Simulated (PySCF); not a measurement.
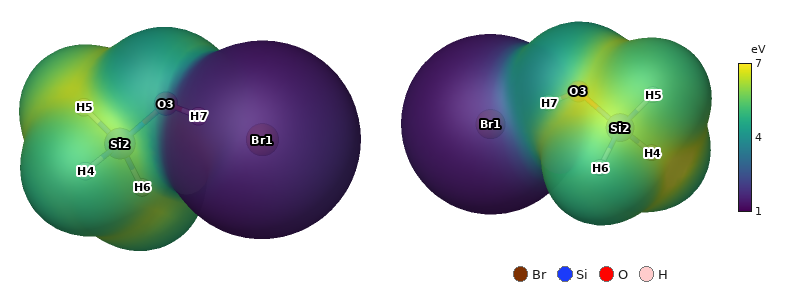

BrH4OSi, charge −1, SMILES `[Br-].[SiH3]O`. Average local ionisation energy on the surface of electron density 0.001 a.u. (back view left, front view right).

Computed with PySCF, TPSS/aug-cc-pVDZ, geometry: GFN2-xTB. The pair's geometry is semi-empirical, so its contact may be too short or too long. GFN2-xTB bond lengths at metals and heavier atoms can be off by up to 0.1 Å and shapes distorted, which carries into these values.

The calculation's input:

```python
import numpy as np
from pyscf import gto, scf, dft
from pyscf.scf import atom_ks, atom_hf
from scipy.linalg import block_diag

def solve(mol, dm0=None, hcore=None):
    mf = (dft.UKS if mol.spin else dft.RKS)(mol, xc='tpss')
    mf.grids.level = 3
    mf = mf.density_fit(auxbasis='def2-universal-jkfit')
    mf.conv_tol, mf.max_cycle = 1e-8, 80
    if hcore is not None:
        mf.get_hcore = lambda *args: hcore
    mf.kernel(dm0)
    if not mf.converged:
        mf = mf.newton().run(mf.mo_coeff, mf.mo_occ, max_cycle=30)
    assert mf.converged, 'SCF not converged'
    return mf

mol = gto.M(atom='''
Br    -1.58221    -0.05563     0.00007
Si     2.54490    -0.22288     0.00016
O      1.30739     0.76702    -0.00072
H      2.65119    -1.04567    -1.21715
H      3.73172     0.64449     0.07479
H      2.57657    -1.14626     1.14664
H      0.33027     0.47877    -0.00324
''', basis='aug-cc-pvdz', charge=-1, spin=0, verbose=4)
mf = solve(mol)
mf.analyze()
# spherically averaged free atoms, for the promolecule
atm = atom_ks.get_atm_nrks(mol, xc='tpss')
pro = block_diag(*[(atm[a[0]][2] * atm[a[0]][3]) @ atm[a[0]][2].T for a in mol._atom])
np.savez('result.npz', e=mf.e_tot, c=mf.mo_coeff, occ=mf.mo_occ, eps=mf.mo_energy, pro=pro, dip=mf.dip_moment(verbose=0), s2=mf.spin_square()[0])
```

Launched as:

```sh
OMP_NUM_THREADS=1 python input.py
```

The run took 53 s on 1 thread of AMD EPYC (Zen 3), with other jobs on the host, peak memory 0.53 GiB.

Partitions, critical points and surface values were worked out afterwards from this run's density.

### Where are the most loosely bound electrons on this surface?

The lowest value is 1.4 eV, 2.4 Å from Br1, and at like points elsewhere. Further minima include 1.4 eV, 2.4 Å from Br1; 4.8 eV, 1.5 Å from H4, and at like points elsewhere. For comparison, the highest occupied orbital lies at −1.0 eV.

### What volume does the surface enclose?

About 124 Å³.
